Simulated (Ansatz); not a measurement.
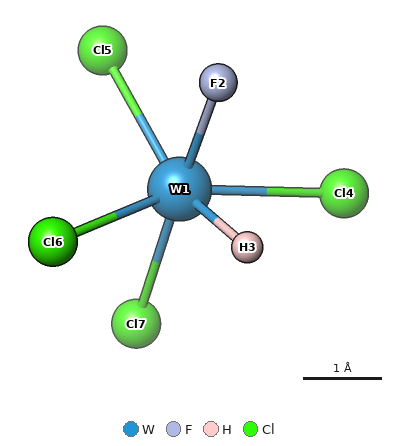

Figure 1. The starting structure (ball-and-stick view, seen at a tilt; atoms are numbered from 1 in the order of the input). Sticks mark near contacts.

## Run report: WHCl4F, molecular dynamics (part 1 of 2)

- system: WHCl4F
- method: RHF/def2-SVP (Ansatz 0.2.0)

One setting was made poor on purpose. It belongs to a series of runs on one base structure; here: dynamics from the start. Figures and captions count atoms from 1; the log counts them from 0 in places.

What the program printed
```
Engine: ansatz 0.2.0, aarch64-unknown-linux-gnu
Functional definition: HF
  exchange = exact_x
  correlation = 0
1231 factors; integrals over basis functions are off by at most 1.8e-4 eV
mean field evaluation 1: about -54517.7630 eV, gradient 6.2e1 eV
mean field evaluation 2: about -54518.0333 eV, gradient 6.2e1 eV
mean field evaluation 4: about -54527.0343 eV, gradient 5.3e0 eV
mean field evaluation 8: about -54527.1662 eV, gradient 9.3e-1 eV
mean field -54527.17444323 eV, -2003.8367009425 hartree, gradient 3.9e-5 eV, S^2 0.000000; 0 other end points of the search recorded, 0 dependent functions left out
the calculation of the forces begins
reference -54527.17444323 eV, -2003.8367009425 hartree; 46, 46 occupied and 77, 77 virtual orbitals, 1231 factors
md step     0: t =     0.00 fs  T =   257.1 K  F+E_penalty+E_count = -54527.17444323 eV  E_kin = 0.232668 eV  (48 SCF iters)
these checks for a lower state are left out or cut short: starts, cluster_reference, orbital_swaps, neighbouring_geometries, increment
1231 factors; integrals over basis functions are off by at most 1.8e-4 eV
mean field evaluation 16: about -54526.7229 eV, gradient 2.1e1 eV
mean field -54527.15704755 eV, -2003.8360616630 hartree, gradient 2.4e-5 eV, S^2 0.000000; 0 other end points of the search recorded, 0 dependent functions left out
[... from here on the field's lines of each further geometry are left out, up to the last ...]
md step     1: t =     3.00 fs  T =   252.9 K  F+E_penalty+E_count = -54527.15704755 eV  E_kin = 0.228821 eV  (49 SCF iters)
md step     2: t =     6.00 fs  T =   228.6 K  F+E_penalty+E_count = -54527.14423892 eV  E_kin = 0.206832 eV  (48 SCF iters)
md step     3: t =     9.00 fs  T =   210.0 K  F+E_penalty+E_count = -54527.12422752 eV  E_kin = 0.189980 eV  (48 SCF iters)
md step     4: t =    12.00 fs  T =   242.2 K  F+E_penalty+E_count = -54527.12540951 eV  E_kin = 0.219115 eV  (49 SCF iters)
md step     5: t =    15.00 fs  T =   254.3 K  F+E_penalty+E_count = -54527.11821381 eV  E_kin = 0.230072 eV  (50 SCF iters)
md step     6: t =    18.00 fs  T =   217.2 K  F+E_penalty+E_count = -54527.09778042 eV  E_kin = 0.196552 eV  (51 SCF iters)
md step     7: t =    21.00 fs  T =   248.2 K  F+E_penalty+E_count = -54527.10204797 eV  E_kin = 0.224589 eV  (49 SCF iters)
md step     8: t =    24.00 fs  T =   221.2 K  F+E_penalty+E_count = -54527.07063748 eV  E_kin = 0.200137 eV  (49 SCF iters)
md step     9: t =    27.00 fs  T =   228.5 K  F+E_penalty+E_count = -54527.08198330 eV  E_kin = 0.206731 eV  (49 SCF iters)
md step    10: t =    30.00 fs  T =   205.0 K  F+E_penalty+E_count = -54527.07173496 eV  E_kin = 0.185458 eV  (48 SCF iters)
md step    11: t =    33.00 fs  T =   228.1 K  F+E_penalty+E_count = -54527.08609308 eV  E_kin = 0.206400 eV  (48 SCF iters)
md step    12: t =    36.00 fs  T =   254.6 K  F+E_penalty+E_count = -54527.07703422 eV  E_kin = 0.230323 eV  (49 SCF iters)
md step    13: t =    39.00 fs  T =   223.7 K  F+E_penalty+E_count = -54527.07482237 eV  E_kin = 0.202433 eV  (50 SCF iters)
md step    14: t =    42.00 fs  T =   223.4 K  F+E_penalty+E_count = -54527.05960101 eV  E_kin = 0.202153 eV  (49 SCF iters)
md step    15: t =    45.00 fs  T =   252.0 K  F+E_penalty+E_count = -54527.04771887 eV  E_kin = 0.227971 eV  (48 SCF iters)
md step    16: t =    48.00 fs  T =   218.0 K  F+E_penalty+E_count = -54527.04604729 eV  E_kin = 0.197275 eV  (49 SCF iters)
md step    17: t =    51.00 fs  T =   212.2 K  F+E_penalty+E_count = -54527.04156405 eV  E_kin = 0.191994 eV  (50 SCF iters)
md step    18: t =    54.00 fs  T =   192.3 K  F+E_penalty+E_count = -54527.05004264 eV  E_kin = 0.173986 eV  (49 SCF iters)
md step    19: t =    57.00 fs  T =   201.6 K  F+E_penalty+E_count = -54527.05583432 eV  E_kin = 0.182413 eV  (65 SCF iters)
md step    20: t =    60.00 fs  T =   203.6 K  F+E_penalty+E_count = -54527.07108106 eV  E_kin = 0.184223 eV  (48 SCF iters)
md step    21: t =    63.00 fs  T =   239.9 K  F+E_penalty+E_count = -54527.06292016 eV  E_kin = 0.217049 eV  (48 SCF iters)
md step    22: t =    66.00 fs  T =   216.9 K  F+E_penalty+E_count = -54527.07535846 eV  E_kin = 0.196236 eV  (49 SCF iters)
md step    23: t =    69.00 fs  T =   208.0 K  F+E_penalty+E_count = -54527.07711610 eV  E_kin = 0.188162 eV  (50 SCF iters)
md step    24: t =    72.00 fs  T =   177.9 K  F+E_penalty+E_count = -54527.08249640 eV  E_kin = 0.160932 eV  (50 SCF iters)
md step    25: t =    75.00 fs  T =   190.6 K  F+E_penalty+E_count = -54527.10380597 eV  E_kin = 0.172431 eV  (48 SCF iters)
md step    26: t =    78.00 fs  T =   179.0 K  F+E_penalty+E_count = -54527.09427389 eV  E_kin = 0.161963 eV  (48 SCF iters)
md step    27: t =    81.00 fs  T =   192.0 K  F+E_penalty+E_count = -54527.10417460 eV  E_kin = 0.173761 eV  (49 SCF iters)
md step    28: t =    84.00 fs  T =   190.4 K  F+E_penalty+E_count = -54527.10376235 eV  E_kin = 0.172262 eV  (51 SCF iters)
md step    29: t =    87.00 fs  T =   205.4 K  F+E_penalty+E_count = -54527.11620586 eV  E_kin = 0.185890 eV  (50 SCF iters)
md step    30: t =    90.00 fs  T =   189.1 K  F+E_penalty+E_count = -54527.11582484 eV  E_kin = 0.171088 eV  (51 SCF iters)
md step    31: t =    93.00 fs  T =   214.5 K  F+E_penalty+E_count = -54527.10385448 eV  E_kin = 0.194113 eV  (50 SCF iters)
md step    32: t =    96.00 fs  T =   213.3 K  F+E_penalty+E_count = -54527.08904631 eV  E_kin = 0.193039 eV  (50 SCF iters)
md step    33: t =    99.00 fs  T =   239.5 K  F+E_penalty+E_count = -54527.08807750 eV  E_kin = 0.216732 eV  (48 SCF iters)
md step    34: t =   102.00 fs  T =   261.6 K  F+E_penalty+E_count = -54527.08969045 eV  E_kin = 0.236739 eV  (50 SCF iters)
md step    35: t =   105.00 fs  T =   292.8 K  F+E_penalty+E_count = -54527.10022518 eV  E_kin = 0.264920 eV  (49 SCF iters)
md step    36: t =   108.00 fs  T =   344.7 K  F+E_penalty+E_count = -54527.11330324 eV  E_kin = 0.311860 eV  (50 SCF iters)
md step    37: t =   111.00 fs  T =   352.7 K  F+E_penalty+E_count = -54527.11831931 eV  E_kin = 0.319151 eV  (50 SCF iters)
md step    38: t =   114.00 fs  T =   367.7 K  F+E_penalty+E_count = -54527.13050215 eV  E_kin = 0.332674 eV  (47 SCF iters)
md step    39: t =   117.00 fs  T =   357.5 K  F+E_penalty+E_count = -54527.12792994 eV  E_kin = 0.323501 eV  (50 SCF iters)
the calculation of the forces begins
reference -54527.13149319 eV, -2003.8351225577 hartree; 46, 46 occupied and 77, 77 virtual orbitals, 1231 factors
1231 factors; integrals over basis functions are off by at most 1.9e-4 eV
mean field evaluation 416: about -54527.0975 eV, gradient 8.4e-1 eV
mean field -54527.13149319 eV, -2003.8351225577 hartree, gradient 2.1e-5 eV, S^2 0.000000; 1 other end points of the search recorded, 0 dependent functions left out
the calculation of the forces begins
reference -54527.13149319 eV, -2003.8351225577 hartree; 46, 46 occupied and 77, 77 virtual orbitals, 1231 factors
md step    40: t =   120.00 fs  T =   408.0 K  F+E_penalty+E_count = -54527.13149319 eV  E_kin = 0.369128 eV  (57 SCF iters)
```

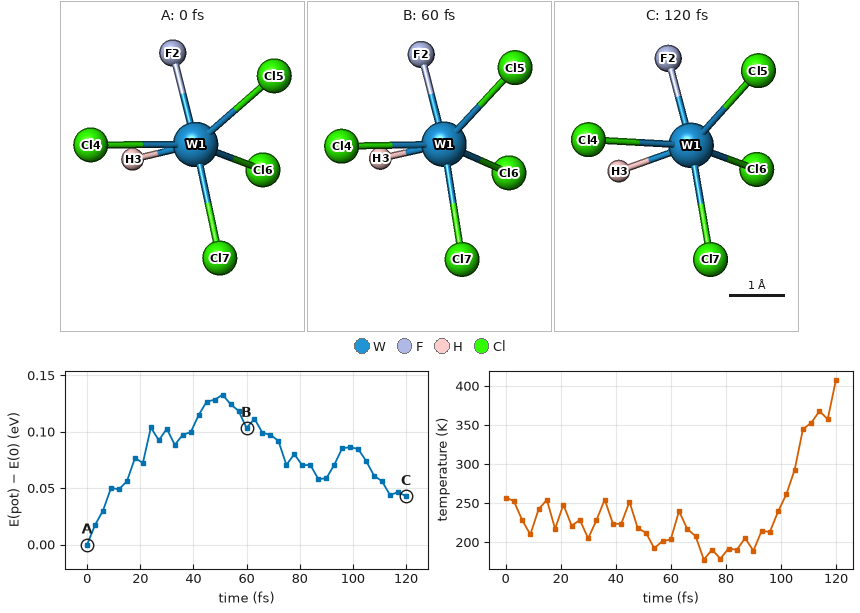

Figure 2. Frames of the molecular dynamics (ball-and-stick, seen at a tilt) above the curves, on which the letters mark them. The trajectory kept here has 41 frames over 120 fs. The temperature starts at 257 K, ranges from 178 to 408 K and averages 250 K over the second half. The potential energy ends 0.043 eV above its first value. After an unweighted best fit of the last frame on the first, the root-mean-square displacement is 0.19 Å.

```
Total energy: -54527.13149319 eV, -2003.8351225577 hartree
Atom 0 at    -0.113302    -0.126528    -0.220242 Å, force    -0.976358     0.805274     0.296790 eV/Å
Atom 1 at     0.046472    -0.407922     1.592635 Å, force     0.323916    -0.154995     0.215304 eV/Å
Atom 2 at     1.535554    -0.081952    -0.090754 Å, force     0.123754    -0.209081     0.163190 eV/Å
Atom 3 at     0.593320     2.104784    -0.013869 Å, force    -0.244597    -0.246811     0.032141 eV/Å
Atom 4 at    -2.353771     0.474376     0.338218 Å, force     0.748794    -0.023936    -0.405177 eV/Å
Atom 5 at     0.081083    -2.375547    -0.438812 Å, force     0.137846    -0.075081    -0.059865 eV/Å
Atom 6 at     0.000632     0.087579    -2.460216 Å, force    -0.113355    -0.095370    -0.242383 eV/Å
Dipole moment:     0.192515    -0.268930    -0.366792 e Å
```

Trajectory as extended XYZ (Å, eV, eV/Å), 41 frames, from step=0 to step=40
```
7
Properties=species:S:1:pos:R:3:forces:R:3 step=0 time_fs=0.0 energy=-54527.17444 temperature=257.1
W    -0.1609    0.0000   -0.1252   -0.0094   0.0000  -0.0147
F    -0.1641    0.0000    1.7457   -0.0018   0.0000  -0.0052
H     1.4433    0.0000    0.3184    0.0034   0.0000   0.0035
Cl    0.3676    2.2219   -0.1430    0.0035  -0.0163   0.0073
Cl   -2.4652    0.0000    0.2069    0.0019   0.0000   0.0052
Cl    0.3676   -2.2219   -0.1430    0.0035   0.0163   0.0073
Cl   -0.0583    0.0000   -2.3998   -0.0011   0.0000  -0.0035
7
Properties=species:S:1:pos:R:3:forces:R:3 step=1 time_fs=3.0 energy=-54527.15705 temperature=252.9
W    -0.1623   -0.0023   -0.1284    0.4382   0.2560   0.3909
F    -0.1564   -0.0147    1.7463   -0.0176  -0.0126  -0.0867
H     1.4664    0.0677    0.3260   -0.4870  -0.2376  -0.1820
Cl    0.3764    2.2272   -0.1396   -0.1463  -0.0464  -0.0224
Cl   -2.4678    0.0057    0.2268    0.1285   0.0682  -0.0584
Cl    0.3588   -2.2171   -0.1511    0.1023  -0.0330   0.0251
Cl   -0.0536    0.0040   -2.3985   -0.0180   0.0054  -0.0665
7
Properties=species:S:1:pos:R:3:forces:R:3 step=2 time_fs=6.0 energy=-54527.14424 temperature=228.6
W    -0.1633   -0.0045   -0.1310    0.0204   0.4620   0.3572
F    -0.1492   -0.0299    1.7449    0.0435  -0.0156  -0.1283
H     1.4460    0.1159    0.3042   -0.1563  -0.3860  -0.0367
Cl    0.3856    2.2324   -0.1358   -0.2539  -0.0821  -0.0372
Cl   -2.4708    0.0138    0.2464    0.1869   0.1234  -0.0977
Cl    0.3517   -2.2125   -0.1588    0.1911  -0.1099   0.0354
Cl   -0.0497    0.0092   -2.3990   -0.0316   0.0082  -0.0927
7
Properties=species:S:1:pos:R:3:forces:R:3 step=3 time_fs=9.0 energy=-54527.12423 temperature=210.0
W    -0.1636   -0.0065   -0.1327   -0.8364   0.5969   0.0437
F    -0.1431   -0.0462    1.7409    0.1469   0.0064  -0.1081
H     1.4130    0.1217    0.2677    0.5824  -0.3508   0.2556
Cl    0.3951    2.2368   -0.1328   -0.2942  -0.1702  -0.0220
Cl   -2.4737    0.0232    0.2639    0.1998   0.1563  -0.1269
Cl    0.3449   -2.2068   -0.1657    0.2487  -0.2460   0.0263
Cl   -0.0453    0.0149   -2.4017   -0.0473   0.0075  -0.0686
7
Properties=species:S:1:pos:R:3:forces:R:3 step=4 time_fs=12.0 energy=-54527.12541 temperature=242.2
W    -0.1639   -0.0083   -0.1339   -0.7704   0.8061  -0.0670
F    -0.1384   -0.0624    1.7337    0.2122   0.0410  -0.0010
H     1.4263    0.0934    0.2457    0.4525  -0.2710   0.2439
Cl    0.4048    2.2415   -0.1307   -0.3047  -0.3286   0.0080
Cl   -2.4762    0.0346    0.2800    0.2442   0.1513  -0.1878
Cl    0.3384   -2.2018   -0.1735    0.2404  -0.4063   0.0003
Cl   -0.0389    0.0208   -2.4059   -0.0742   0.0075   0.0036
7
Properties=species:S:1:pos:R:3:forces:R:3 step=5 time_fs=15.0 energy=-54527.11821 temperature=254.3
W    -0.1642   -0.0099   -0.1348    0.1924   1.0184   0.0525
F    -0.1348   -0.0779    1.7257    0.2426   0.0718   0.1252
H     1.4841    0.0566    0.2383   -0.5125  -0.1956  -0.0148
Cl    0.4148    2.2462   -0.1287   -0.3250  -0.4944   0.0357
Cl   -2.4775    0.0483    0.2957    0.3294   0.1301  -0.2793
Cl    0.3332   -2.1990   -0.1828    0.1845  -0.5339  -0.0330
Cl   -0.0310    0.0281   -2.4114   -0.1114   0.0035   0.1136
7
Properties=species:S:1:pos:R:3:forces:R:3 step=6 time_fs=18.0 energy=-54527.09778 temperature=217.2
W    -0.1641   -0.0108   -0.1355    0.4313   1.1035  -0.0102
F    -0.1316   -0.0934    1.7206    0.2740   0.0987   0.2061
H     1.5036    0.0151    0.2314   -0.7796  -0.0541  -0.0722
Cl    0.4242    2.2495   -0.1260   -0.3167  -0.6407   0.0631
Cl   -2.4788    0.0627    0.3107    0.3966   0.1115  -0.3379
Cl    0.3290   -2.1978   -0.1919    0.1325  -0.6142  -0.0655
Cl   -0.0223    0.0359   -2.4169   -0.1381  -0.0046   0.2167
7
Properties=species:S:1:pos:R:3:forces:R:3 step=7 time_fs=21.0 energy=-54527.10205 temperature=248.2
W    -0.1636   -0.0113   -0.1359   -0.4902   1.1276  -0.3734
F    -0.1279   -0.1083    1.7174    0.3049   0.1218   0.2835
H     1.4542   -0.0318    0.2220    0.0624   0.1159   0.1556
Cl    0.4336    2.2520   -0.1233   -0.2671  -0.7913   0.0949
Cl   -2.4821    0.0780    0.3244    0.4438   0.0885  -0.3454
Cl    0.3258   -2.1985   -0.2013    0.0925  -0.6504  -0.0914
Cl   -0.0125    0.0435   -2.4207   -0.1463  -0.0121   0.2761
7
Properties=species:S:1:pos:R:3:forces:R:3 step=8 time_fs=24.0 energy=-54527.07064 temperature=221.2
W    -0.1632   -0.0118   -0.1366   -1.2846   1.1439  -0.6308
F    -0.1226   -0.1226    1.7147    0.2910   0.1357   0.3593
H     1.4140   -0.0698    0.2257    0.8053   0.2150   0.3256
Cl    0.4444    2.2534   -0.1207   -0.2333  -0.9175   0.1197
Cl   -2.4855    0.0937    0.3377    0.5250   0.0615  -0.3524
Cl    0.3234   -2.2024   -0.2119    0.0451  -0.6196  -0.1098
Cl   -0.0040    0.0505   -2.4222   -0.1485  -0.0190   0.2883
7
Properties=species:S:1:pos:R:3:forces:R:3 step=9 time_fs=27.0 energy=-54527.08198 temperature=228.5
W    -0.1633   -0.0116   -0.1385   -0.4012   1.0211  -0.2116
F    -0.1175   -0.1366    1.7145    0.1814   0.1406   0.3369
H     1.4456   -0.0866    0.2617   -0.0293   0.2735  -0.0047
Cl    0.4554    2.2518   -0.1196   -0.2581  -0.9508   0.1275
Cl   -2.4868    0.1095    0.3506    0.6846   0.0447  -0.4068
Cl    0.3215   -2.2092   -0.2224   -0.0186  -0.4969  -0.1239
Cl    0.0032    0.0569   -2.4229   -0.1589  -0.0322   0.2827
7
Properties=species:S:1:pos:R:3:forces:R:3 step=10 time_fs=30.0 energy=-54527.07173 temperature=205.0
W    -0.1637   -0.0103   -0.1408    0.2237   0.8203   0.1859
F    -0.1137   -0.1486    1.7161    0.0774   0.1341   0.2642
H     1.4674   -0.0844    0.2998   -0.5890   0.2615  -0.2817
Cl    0.4650    2.2479   -0.1189   -0.2853  -0.9208   0.1295
Cl   -2.4856    0.1248    0.3624    0.8034   0.0367  -0.4503
Cl    0.3202   -2.2188   -0.2331   -0.0627  -0.2829  -0.1196
Cl    0.0113    0.0628   -2.4237   -0.1675  -0.0488   0.2721
7
Properties=species:S:1:pos:R:3:forces:R:3 step=11 time_fs=33.0 energy=-54527.08609 temperature=228.1
W    -0.1636   -0.0087   -0.1432   -0.2473   0.6100   0.2545
F    -0.1091   -0.1592    1.7205    0.0158   0.1224   0.1233
H     1.4312   -0.0655    0.3181   -0.1207   0.1657  -0.2077
Cl    0.4730    2.2413   -0.1178   -0.2868  -0.8483   0.1323
Cl   -2.4844    0.1395    0.3730    0.8753   0.0341  -0.4511
Cl    0.3190   -2.2304   -0.2435   -0.0698  -0.0173  -0.0953
Cl    0.0193    0.0682   -2.4242   -0.1666  -0.0667   0.2439
7
Properties=species:S:1:pos:R:3:forces:R:3 step=12 time_fs=36.0 energy=-54527.07703 temperature=254.6
W    -0.1633   -0.0072   -0.1467   -1.0547   0.3431   0.3486
F    -0.1033   -0.1694    1.7288   -0.0256   0.1123  -0.1533
H     1.3858   -0.0307    0.3260    0.6328   0.0267   0.0113
Cl    0.4800    2.2311   -0.1180   -0.2854  -0.6968   0.1351
Cl   -2.4836    0.1555    0.3815    0.9514   0.0388  -0.4401
Cl    0.3176   -2.2431   -0.2534   -0.0571   0.2636  -0.0568
Cl    0.0264    0.0722   -2.4222   -0.1614  -0.0875   0.1551
7
Properties=species:S:1:pos:R:3:forces:R:3 step=13 time_fs=39.0 energy=-54527.07482 temperature=223.7
W    -0.1632   -0.0057   -0.1504   -0.7448   0.0338   0.9100
F    -0.0975   -0.1766    1.7379   -0.0655   0.1047  -0.4822
H     1.3957    0.0032    0.3359    0.3284  -0.1061  -0.1004
Cl    0.4868    2.2177   -0.1193   -0.3013  -0.4565   0.1339
Cl   -2.4809    0.1715    0.3884    1.0192   0.0384  -0.4593
Cl    0.3170   -2.2552   -0.2632   -0.0713   0.4935  -0.0185
Cl    0.0321    0.0751   -2.4169   -0.1649  -0.1077   0.0166
7
Properties=species:S:1:pos:R:3:forces:R:3 step=14 time_fs=42.0 energy=-54527.05960 temperature=223.4
W    -0.1630   -0.0043   -0.1537   -0.0231  -0.2630   1.5614
F    -0.0917   -0.1800    1.7453   -0.0660   0.1033  -0.7777
H     1.4343    0.0226    0.3339   -0.3691  -0.2236  -0.3003
Cl    0.4926    2.2016   -0.1207   -0.2993  -0.1636   0.1388
Cl   -2.4761    0.1870    0.3945    1.0374   0.0270  -0.4874
Cl    0.3164   -2.2653   -0.2714   -0.1057   0.6457   0.0112
Cl    0.0377    0.0769   -2.4100   -0.1742  -0.1258  -0.1459
7
Properties=species:S:1:pos:R:3:forces:R:3 step=15 time_fs=45.0 energy=-54527.04772 temperature=252.0
W    -0.1622   -0.0026   -0.1570    0.0638  -0.5941   1.8529
F    -0.0860   -0.1822    1.7494   -0.0087   0.1063  -0.9975
H     1.4475    0.0180    0.3064   -0.4602  -0.2584  -0.2333
Cl    0.4984    2.1846   -0.1211   -0.2431   0.1209   0.1600
Cl   -2.4684    0.2030    0.3986    0.9703   0.0138  -0.4849
Cl    0.3144   -2.2744   -0.2798   -0.1424   0.7484   0.0383
Cl    0.0440    0.0775   -2.4027   -0.1796  -0.1370  -0.3355
```
